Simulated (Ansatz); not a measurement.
# The cluster B₃F₂ (doublet): trial inputs and their diagnosis

2 inputs were typed for the cluster B₃F₂ (doublet). Each is run as it stands; the log then has to tell whether the result can be used.

The runs use Ansatz 0.2.0, Gaussian basis; the settings change from run to run.

### Step 1. The molecule

An earlier PBE-D4/def2-SVP relaxation fixed the geometry.

5 atoms, charge 0, spin multiplicity 2.

Atoms are counted from 1 here; the program's logs count them from 0.

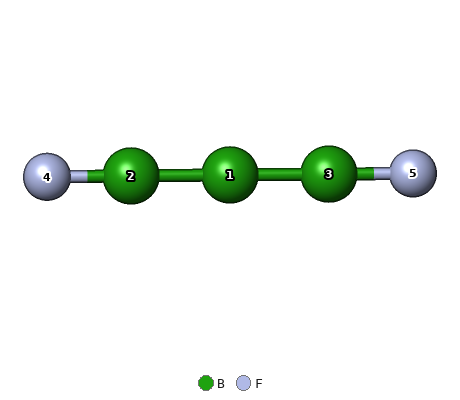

The structure; boron green, fluorine light blue; atoms are numbered from 1 in the order of the file.

### Step 2. Try 1

in.yaml reads:

```yaml
crystal:
  periodic: [false, false, false]
  atoms:
    - {symbol: B, position_ang: [-0.231808, 0.097060, -0.019513]}
    - {symbol: B, position_ang: [1.602521, -0.270642, -0.079315]}
    - {symbol: B, position_ang: [-1.521625, 0.341367, 0.036790]}
    - {symbol: F, position_ang: [3.000020, -0.532718, -0.206737]}
    - {symbol: F, position_ang: [-2.771492, 0.458750, 0.243397]}
basis:
  gaussian: {orbitals: 6-31G}
magnetization: {spin_polarized: true, initial_magnetization: 1}
hamiltonian: {xc: {name: SVWN5}}
scf: {lower_state_search: full}
relax: {f_tol: 0.0001, max_steps: 3}
```

On the command line:

```sh
$ ansatz run in.yaml --threads 4 --pin off --events-out ev --progress --plain --max-ram 3916MiB
```

Log:

```text
Functional definition: SVWN5
  name "SVWN5"
  cite "Dirac, Proc. Camb. Phil. Soc. 26, 376 (1930) doi:10.1017/S0305004100016108"
  cite "Slater, Phys. Rev. 81, 385 (1951) doi:10.1103/PhysRev.81.385"
  cite "Vosko, Wilk & Nusair, Can. J. Phys. 58, 1200 (1980) doi:10.1139/p80-159"
  exchange = slater_x
  correlation = vwn5_c
576 factors; integrals over basis functions are off by at most 1.0e-4 eV
mean field evaluation 1: about -7393.5337 eV, gradient 2.9e1 eV
mean field evaluation 2: about -7393.5325 eV, gradient 2.9e1 eV
mean field evaluation 4: about -7396.0642 eV, gradient 2.6e1 eV
mean field evaluation 8: about -7399.9695 eV, gradient 9.8e-1 eV
mean field evaluation 16: about -7399.9778 eV, gradient 9.1e-4 eV
mean field evaluation 32: about -7399.9778 eV, gradient 2.0e-5 eV
mean field evaluation 64: about -7399.6433 eV, gradient 1.8e0 eV
mean field evaluation 96: about -7399.1107 eV, gradient 3.4e0 eV
mean field evaluation 128: about -7394.3047 eV, gradient 2.4e1 eV
mean field evaluation 160: about -7399.9736 eV, gradient 2.5e-2 eV
mean field -7399.97778502 eV, -271.9441677144 hartree, gradient 6.0e-9 eV, S^2 0.754376; 11 other end points of the search recorded, 0 dependent functions left out
the calculation of the forces begins
reference -7399.97780639 eV, -271.9441684998 hartree; 17, 16 occupied and 28, 29 virtual orbitals, 576 factors
relax step   1: F+E_penalty+E_count = -7399.97778502 eV  Δ(F+E_penalty+E_count) = +0.000e0 eV  max|allowed force component| = 1.556e1 eV/Å  Δτ_max = 0.0000 Å  (457 SCF iters, accepted)
these checks for a lower state are left out or cut short: starts, cluster_reference, orbital_swaps, neighbouring_geometries, increment
576 factors; integrals over basis functions are off by at most 8.9e-5 eV
mean field evaluation 192: about -7402.3519 eV, gradient 2.6e-7 eV
mean field -7402.35188878 eV, -272.0314144185 hartree, gradient 1.0e-10 eV, S^2 0.750737; 0 other end points of the search recorded, 0 dependent functions left out
the calculation of the forces begins
reference -7402.35190984 eV, -272.0314151921 hartree; 17, 16 occupied and 28, 29 virtual orbitals, 576 factors
relax step   2: F+E_penalty+E_count = -7402.35188878 eV  Δ(F+E_penalty+E_count) = -2.374e0 eV  max|allowed force component| = 3.725e0 eV/Å  Δτ_max = 0.1982 Å  (116 SCF iters, accepted)
these checks for a lower state are left out or cut short: starts, cluster_reference, orbital_swaps, neighbouring_geometries, increment
576 factors; integrals over basis functions are off by at most 8.4e-5 eV
mean field evaluation 224: about -7402.5164 eV, gradient 1.7e-3 eV
mean field -7402.51632160 eV, -272.0374572129 hartree, gradient 1.9e-10 eV, S^2 0.750649; 0 other end points of the search recorded, 0 dependent functions left out
the calculation of the forces begins
reference -7402.51634262 eV, -272.0374579854 hartree; 17, 16 occupied and 28, 29 virtual orbitals, 576 factors
relax step   3: F+E_penalty+E_count = -7402.51632160 eV  Δ(F+E_penalty+E_count) = -1.644e-1 eV  max|allowed force component| = 1.354e0 eV/Å  Δτ_max = 0.0701 Å  (205 SCF iters, accepted)
Error: geometry relaxation did not converge after 3 steps: max|allowed force component| = 1.35e0 eV/Å (threshold 1.0e-4). Raise `relax.max_steps` over both its present limit and 3, loosen `relax.f_tol`, or start from a geometry closer to equilibrium. Where this run's directory can be resumed (`checkpoint.write`), a resume goes on for up to `relax.max_steps` more
```

It took 5 s on 4 threads of Arm Neoverse V1, shared host.

What is wrong: The run did not converge. The relaxation is allowed too few steps for its threshold. The start was also shaken off the relaxed geometry, so there is far to go. Fix: raise relax.max_steps.

### Step 3. Try 2

in.yaml reads:

```yaml
crystal:
  periodic: [false, false, false]
  atoms:
    - {symbol: B, position_ang: [0.060425, 0.140640, -0.033604]}
    - {symbol: B, position_ang: [1.416992, -0.237710, -0.042483]}
    - {symbol: B, position_ang: [-1.520049, 0.271413, -0.039619]}
    - {symbol: F, position_ang: [2.959955, -0.340804, -0.197235]}
    - {symbol: F, position_ang: [-2.716235, 0.377360, 0.250139]}
basis:
  gaussian: {orbitals: LANL2DZ}
magnetization: {spin_polarized: true, initial_magnetization: 1}
hamiltonian: {xc: {name: PBE0-DH}}
scf: {lower_state_search: off}
output: {forces: true}
```

The command is unchanged.

Log:

```text
Error: <dir> can't be read: No such file or directory (os error 2)
```

Run time: 0.05 s. Hardware: 4 threads of Arm Neoverse V1, shared host.

Diagnosis: The run ended at the input check. Its message: «<dir> can't be read: No such file or directory (os error 2)» The program finds no basis under the name given. What to do: choose a basis that the program's library holds for every element. Its coordinates are also moved off the relaxed structure.

### Step 4. How the tries ended

```
try            level          ended                                                      cause    time
  1      SVWN5/6-31G  not converged  the relaxation is allowed too few steps for its threshold     5 s
  2  PBE0-DH/LANL2DZ        refused            the program finds no basis under the name given  0.05 s
```

**Reading.** 1 not converged, 1 refused. A refusal costs next to no computing time.
